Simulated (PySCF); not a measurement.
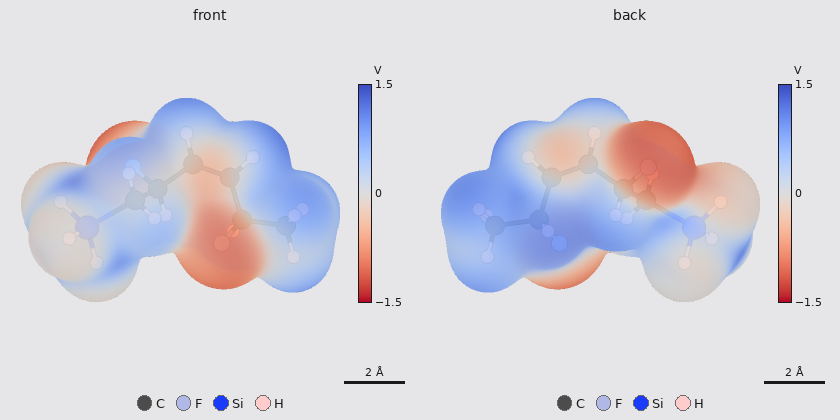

C6H12F2Si. The molecular electrostatic potential painted on the density surface at 0.002 e/bohr³, seen from the front and from behind; the colour scale runs from red (negative) to blue (positive).

Geometry: GFN2-xTB.

Computed with PBE0/pcSseg-1, SCF density, gas phase, non-relativistic in PySCF.

Input file:

```
{"job": {"kind": "nmr", "xc": "PBE0", "basis": "pcSseg-1"}, "charge": 0, "multiplicity": 1}
C     -3.356296    -0.493518    -0.366917
C     -1.884006    -0.462966     0.006756
F     -1.134912    -0.792027    -1.122818
C     -1.448624     0.879609     0.526112
C     -0.223161     1.170256     0.937474
C      0.944957     0.236665     0.931174
F      1.719574     0.502582     2.054010
C      1.798726     0.422488    -0.317233
Si     3.384589    -0.635976    -0.275615
H     -3.615529    -1.465069    -0.779920
H     -3.959799    -0.309186     0.517040
H     -3.566743     0.269642    -1.112692
H     -1.652456    -1.255252     0.734039
H     -2.210714     1.645161     0.527318
H      0.011550     2.165999     1.287860
H      0.632920    -0.809544     1.030728
H      2.051232     1.480322    -0.409182
H      1.186254     0.160394    -1.178651
H      3.003156    -2.042604    -0.130244
H      4.079635    -0.424465    -1.546742
H      4.230725    -0.225570     0.841734
```

Launched as:

```sh
OMP_NUM_THREADS=1 python probes_run.py task.json out
```

Q: Where is the surface potential most negative and most positive?

A: The most negative region (about −1.1 V) lies over F7, the most positive (about +1.0 V) over the H and Si atoms.
